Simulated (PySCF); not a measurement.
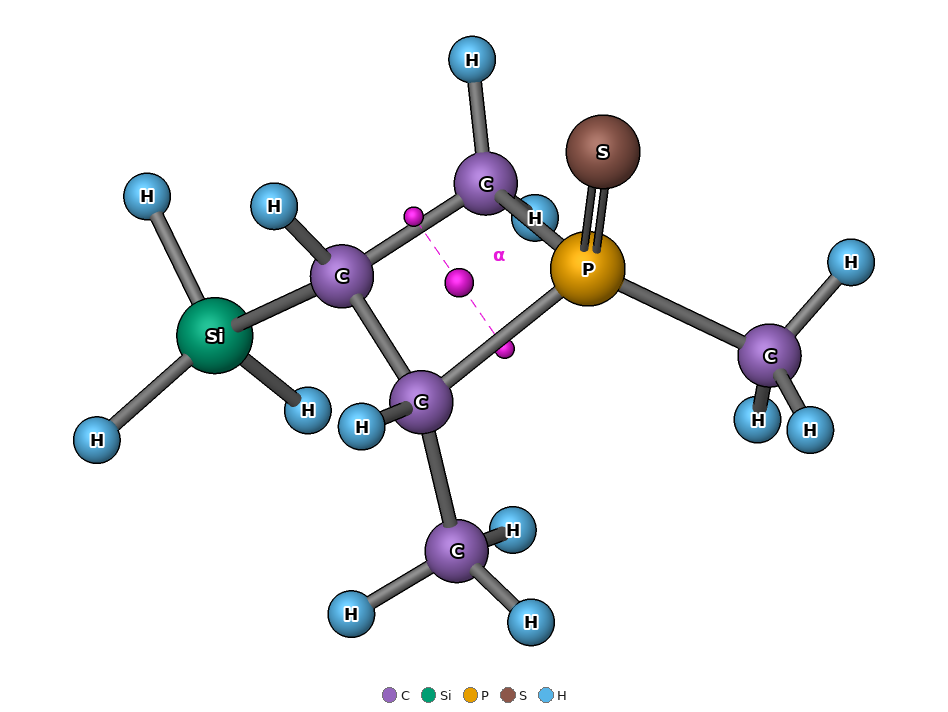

The small points mark where nucleus-independent chemical shifts (NICS) were computed: at the centre of each lettered ring and 1 Å above and below it. The computed structure is the end point of a GFN2-xTB optimisation. No frequency run is at hand to confirm it as a minimum. Method: GIAO PBE0/pcSseg-1 NMR shielding, non-relativistic, gas phase (PySCF 2.14.0).

Give NICS(0), NICS(1) and the out-of-plane component NICS(1)zz for each ring (means of the two sides).

```tsv
ring	members	NICS(0)	NICS(1)	NICS(1)zz
α	C3P	−1.3	−1.1	4.5
```

Values in ppm.

The geometry is semi-empirical. Around P, Si such bond lengths and angles can be off by a tenth of an ångström or more and by several degrees, and values that hang on the shape move with them.
